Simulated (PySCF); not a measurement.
**C4H6Si, SMILES `[SiH2]1C=CC=C1`: what the electrons do**

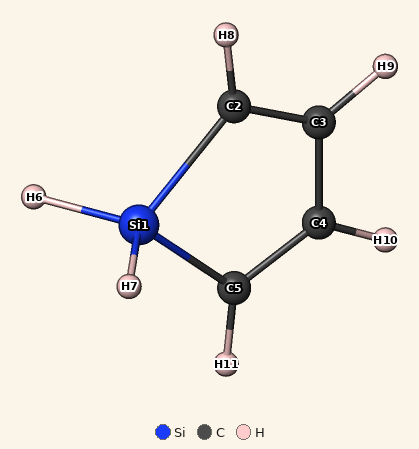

The molecule, with its atoms numbered as below. No frequency check shows the geometry to be a minimum.

Cartesian coordinates (Å):

```
Si1      1.2407    0.0000    0.0000
C2      -0.1079    1.3197    0.0004
C3      -1.3082    0.7283   -0.0002
C4      -1.3081   -0.7284    0.0002
C5      -0.1078   -1.3197   -0.0004
H6       2.0556   -0.0014    1.2157
H7       2.0556    0.0016   -1.2158
H8       0.0057    2.3910   -0.0000
H9      -2.2499    1.2607   -0.0006
H10     -2.2498   -1.2609    0.0006
H11      0.0059   -2.3910    0.0000
```

### 1. Bonding charge

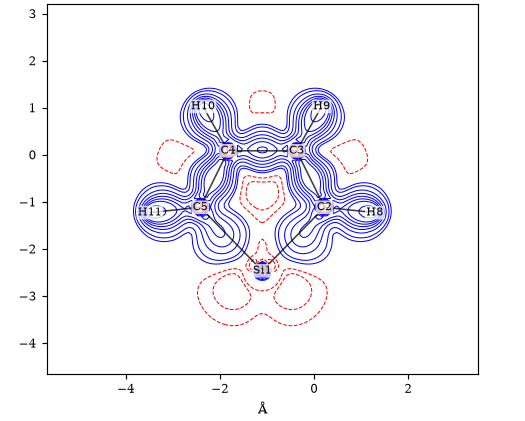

Deformation density (molecule less spherical, spin-averaged free atoms) in a plane through 9 of the atoms; contours at ±0.05 to ±0.8 e/Å³; solid blue lines: gain, dashed red lines: loss.

Method: CAM-B3LYP/def2-TZVP; geometry: GFN2-xTB; program: PySCF.

**How much density has each bond in this plane gained at its critical point, relative to the free atoms?**

C3–H9 and C4–H10: +0.79 e/Å³ at the bond critical point (bond length 1.08 Å, Mayer order 1.0). C2–C3 and C4–C5: +0.77 e/Å³ at the bond critical point (bond length 1.34 Å, Mayer order 1.9). C2–H8 and C5–H11: +0.77 e/Å³ at the bond critical point (bond length 1.08 Å, Mayer order 1.0). C3–C4: +0.62 e/Å³ at the bond critical point (bond length 1.46 Å, Mayer order 1.0). Si1–C5 and Si1–C2: +0.18 e/Å³ at the bond critical point (bond length 1.89 Å, Mayer order 1.0). In all, 2.8 electrons gather in the regions of gain relative to the promolecule.

**Where do the Hirshfeld charges lie?**

The highest Hirshfeld charge is on Si1 (+0.36 e), the lowest on C2 and C5 (−0.15 e).

### 2. Bond critical points

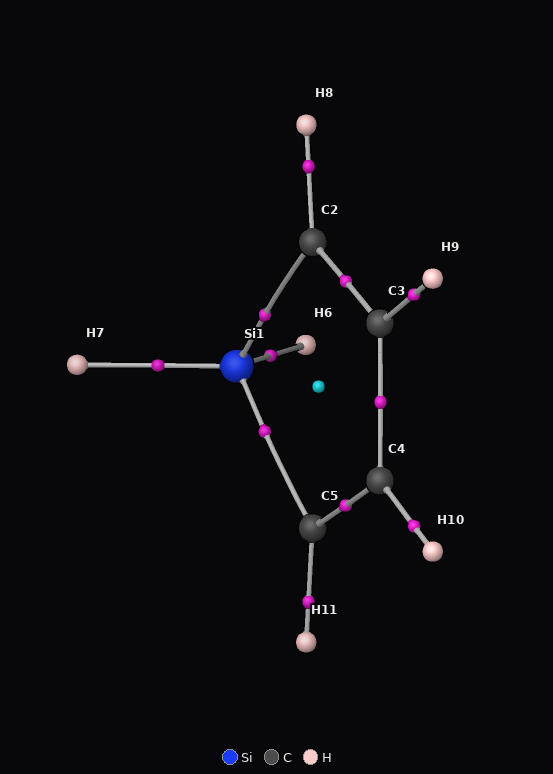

Molecular graph of the electron density (QTAIM): bond paths, bond critical points (magenta), ring points (cyan, if any); weak paths are dashed.

**How many critical points of each kind are there, and does the count close?**

11 nuclei, 11 bond, 1 ring and 0 cage critical points: 11 − 11 + 1 − 0 = 1, as the Poincaré–Hopf relation requires.

**Give the properties at the bond critical points.**

```csv
bond,length (Å),ρ (a.u.),∇²ρ (a.u.),ε,H (a.u.)
C2–C3 (2 alike),1.338,0.349,−1.06,0.28,−0.407
C3–H9 (2 alike),1.082,0.288,−1.04,0.01,−0.297
C3–C4,1.457,0.287,−0.83,0.07,−0.280
C2–H8 (2 alike),1.077,0.286,−1.02,0.00,−0.296
Si1–H6 (2 alike),1.464,0.126,+0.17,0.01,−0.080
Si1–C5 (2 alike),1.887,0.119,+0.17,0.01,−0.072
```

**What kind of interaction is Si1–H6?**

Polar or intermediate (positive Laplacian, negative energy density H): ρ = 0.126, ∇²ρ = +0.17, H = −0.080 a.u.

### 3. Electrostatic potential

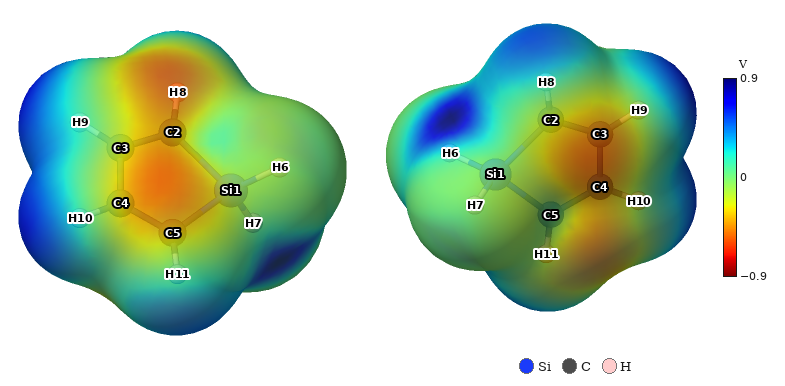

Electrostatic potential on the surface of electron density 0.001 a.u. (back view left, front view right).

**Where are the extremes of the potential on the surface?**

Highest: 0.90 V, about equally far (2.0 Å) from Si1, H6 and H7, and at like points elsewhere. Further maxima include 0.65 V, 1.4 Å from H9, and at like points elsewhere; 0.53 V, 1.4 Å from H11. Lowest: −0.55 V, off the C2–C3 bond (2.2 to 2.3 Å from its atoms), and at like points elsewhere. The surface is sampled at points, so like sites can differ by a few per cent and only the strongest of them is named.

**What volume does the surface enclose, and what is the dipole moment?**

About 123 Å³; the dipole moment is 0.3 D.

### 4. Stretching a bond

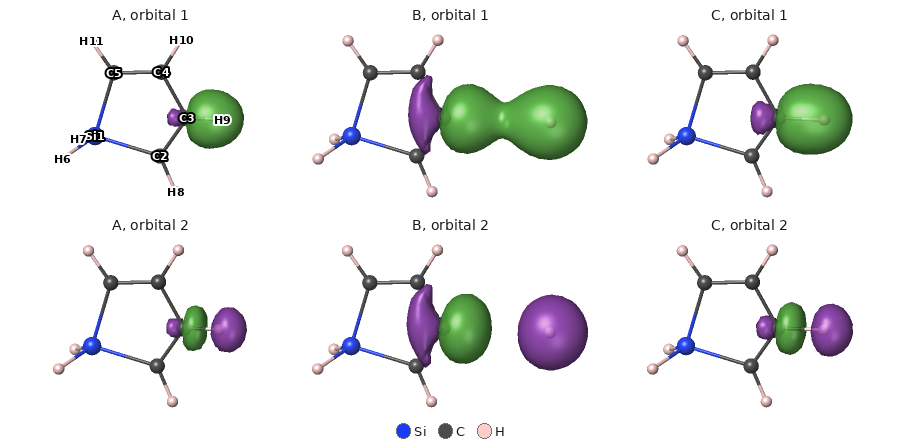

Rigid stretch of the C3–H9 bond. The two CASSCF(2,2) natural orbitals nearest half filling (orbital 1 the more occupied).

PySCF calculation, def2-SVP basis, gas phase; geometry: GFN2-xTB.

**The columns are at 0.98, 1.28 and 3.00 Å, in some order. Assign them, and give the occupations.**

A: 0.98 Å, occupations 1.99 and 0.01. B: 3.00 Å, occupations 1.29 and 0.71. C: 1.28 Å, occupations 1.97 and 0.03.

UHF's ⟨S²⟩ passes 1 along the scan (up to 1.60), so it also polarises electrons outside the stretched bond; its energy lowering isn't due to that bond alone.

UHF already breaks spin symmetry near equilibrium here (⟨S²⟩ = 0.49 at 1.07 Å), for reasons apart from this bond.

**How much energy does the stretch cost?**

By CASSCF, 4.5 eV from the lowest point of the scan (1.07 Å) to 3.00 Å; RHF gives 7.6 eV from its own lowest point. The fragments aren't relaxed and dynamic correlation is missing, so this isn't a bond dissociation energy.

The PySCF runs shown took 15 s and 2.4 min on 1 thread of Intel(R) Xeon(R) 6975P-C (Granite Rapids) (shared host).
